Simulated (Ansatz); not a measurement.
C4H10BN

The calculation's input:

```
crystal:
  periodic: [false, false, false]
  atoms:
    - {symbol: C, position_ang: [-0.419391, -1.654745, 2.588119]}
    - {symbol: C, position_ang: [-0.087353, -0.817315, 1.460931]}
    - {symbol: N, position_ang: [0.182764, -0.151085, 0.573052]}
    - {symbol: B, position_ang: [0.535099, 0.756656, -0.661335]}
    - {symbol: C, position_ang: [0.827888, -0.242497, -1.896917]}
    - {symbol: C, position_ang: [-0.720142, 1.751835, -0.872582]}
    - {symbol: H, position_ang: [-1.419077, -1.409134, 2.950287]}
    - {symbol: H, position_ang: [-0.396099, -2.704091, 2.289463]}
    - {symbol: H, position_ang: [0.300957, -1.496184, 3.392506]}
    - {symbol: H, position_ang: [1.537932, 1.337936, -0.277497]}
    - {symbol: H, position_ang: [1.640657, -0.950502, -1.704226]}
    - {symbol: H, position_ang: [-0.056469, -0.820496, -2.191162]}
    - {symbol: H, position_ang: [1.123895, 0.349769, -2.768375]}
    - {symbol: H, position_ang: [-0.494876, 2.435331, -1.697160]}
    - {symbol: H, position_ang: [-1.639996, 1.219599, -1.143400]}
    - {symbol: H, position_ang: [-0.938789, 2.372523, 0.002593]}
basis:
  gaussian: {orbitals: def2-TZVPP}
hamiltonian: {xc: pbe0, dispersion: d4}
output: {orbitals: {seedname: orbitals}}
```

Command:

```sh
ansatz run in.yaml --threads 4 --pin off --events-out ev --progress --plain --max-ram 11315MiB
```

Geometry: PBE0-D4/def2-TZVP.

All numbers below come from RKS PBE0-D4/def2-TZVPP in Ansatz 0.2.0.

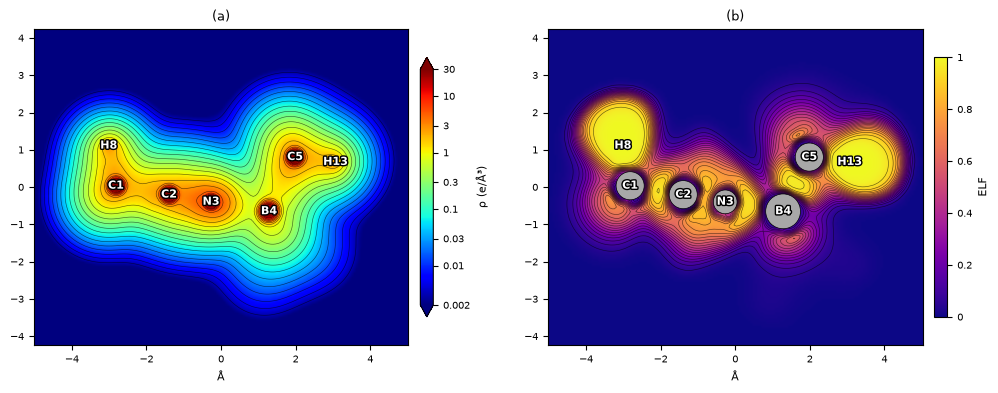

Figure 1. (a) electron density; (b) electron localisation function on the plane of atoms C2, C1 and H8. Grey discs cover the atomic cores in the ELF map.

Question: Interpret the plot.

Answer: Atoms in the plane: C, N, B and H.
C–N (1.14 Å): ρ at the midpoint is about 3.7 e/Å³; the ELF peaks at about 0.85 between the atoms: a multiple bond.
C–C (1.44 Å): the density is about 1.9 e/Å³ at the midpoint; the ELF peaks at about 0.95 between the atoms (localised, covalent bonding).
B–N (1.57 Å): the density is about 1.2 e/Å³ at the midpoint; the ELF peaks at about 0.95 between the atoms: a polar covalent bond.
C–B (1.62 Å): the density is about 1.3 e/Å³ at the midpoint; the ELF peaks at about 0.95 between the atoms; a covalent bond.
C–H (1.09 Å): ρ at the midpoint is about 2 e/Å³; the ELF climbs to about 1 towards the hydrogen, as it does in any bond to H (a covalent bond by its length).

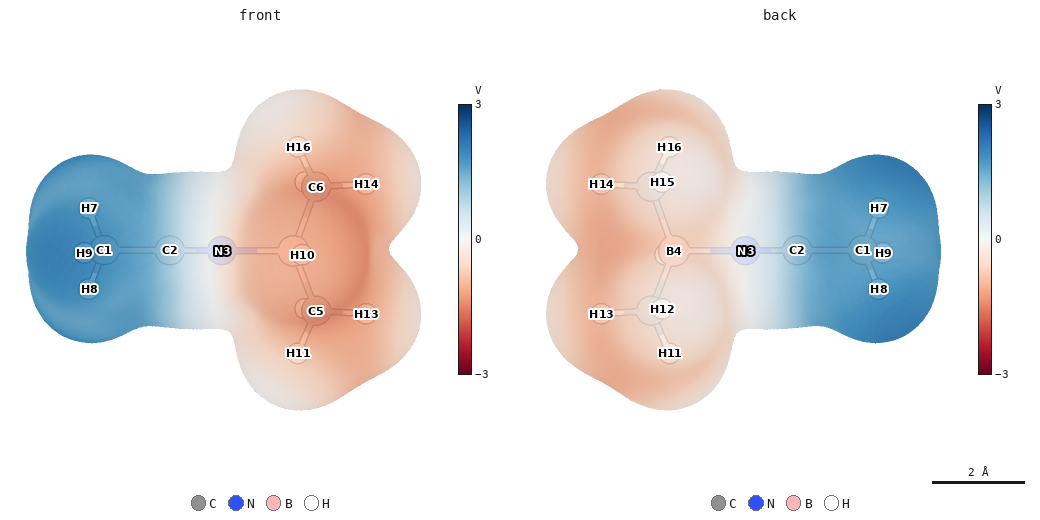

Figure 2. The molecular electrostatic potential painted on the density surface at 0.002 e/bohr³, seen from the front and from behind; the colour scale runs from red (negative) to blue (positive).

Question: Which sites attract a positive test charge, and which a negative one?

Answer: A positive charge is drawn to the negative regions and a negative charge to the positive ones. The most negative region (about −1.4 V, or −32 kcal/mol for a unit charge) lies over C5, C6 and H10, the most positive (about +2.1 V, or +48 kcal/mol for a unit charge) over H7, H8 and H9.

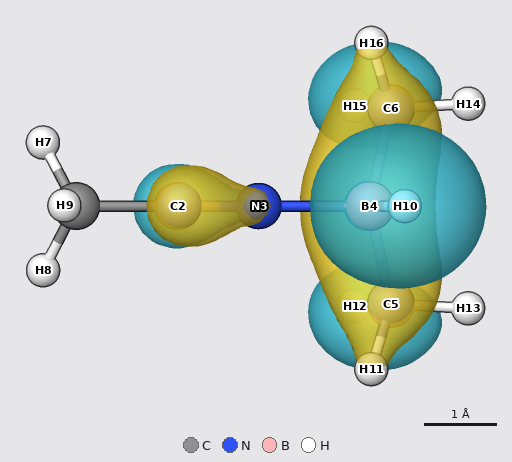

Figure 3. One frontier orbital at ±0.1 Å⁻³ᐟ² (yellow and cyan are the two phases), seen at a tilt.

Question: Which orbital is it: HOMO or LUMO?

Answer: The HOMO, at −7.12 eV. Its weight (Hirshfeld) is mainly on H10 (about 30 %), B4 (about 25 %), C5 (about 10 %) and C6 (about 10 %).

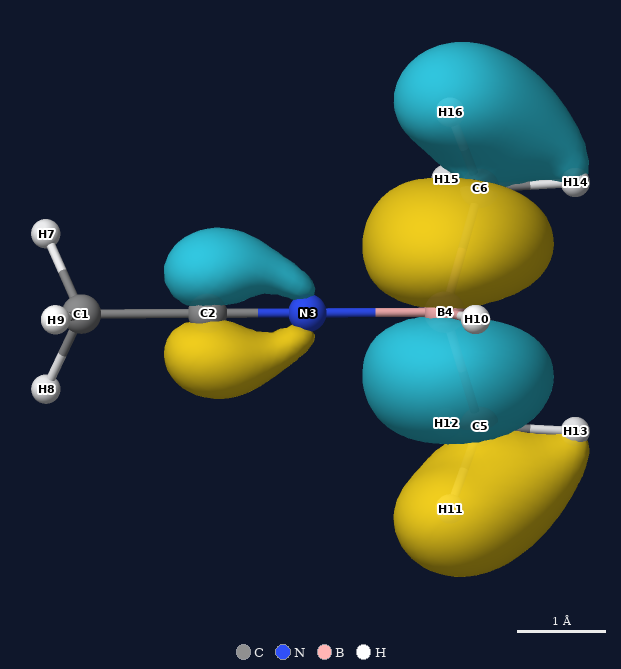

Figure 4. The HOMO−1 at ±0.1 Å⁻³ᐟ² (yellow and cyan are the two phases), seen at a tilt.

Question: Describe this orbital and give its energy.

Answer: It lies mainly on C5 (about 25 %), C6 (about 25 %) and B4 (about 20 %). Its energy is −7.35 eV.
